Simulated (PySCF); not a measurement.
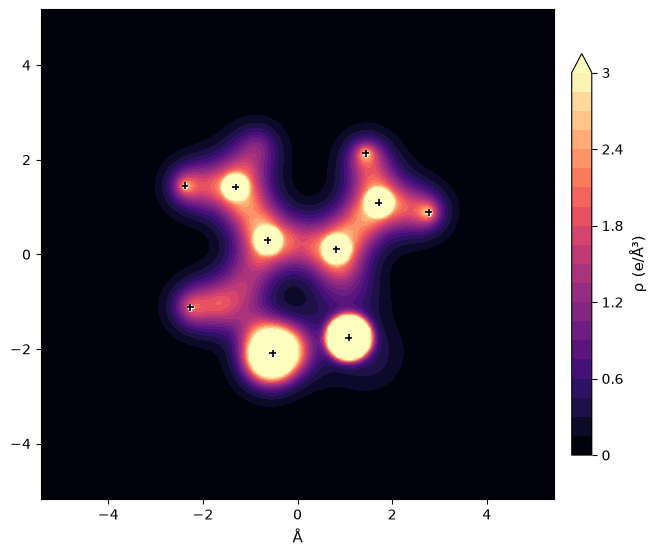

The electron density on a plane through atoms (crosses mark nuclei in the plane).

Computed with PySCF 2.14.0, PBE0/pcSseg-1, SCF density, gas phase, non-relativistic.

Candidates:
A. C₄H₈BCl (SMILES CC/C=C\BCl)
B. C₆H₁₀O₂Si (SMILES C=C1[SiH2]O[C@H](OC)C1=C)
C. B₃H₈NSi (SMILES BN(B)B[SiH3])

Q: Which system is this?

A: Candidate B: C₆H₁₀O₂Si on the plane of atoms C2, Si3 and O4, which holds C, Si, O and H. C–C (1.33 Å): the density is about 2.3 e/Å³ at the midpoint. Si–O (1.64 Å): ρ is about 1.2 e/Å³ halfway.
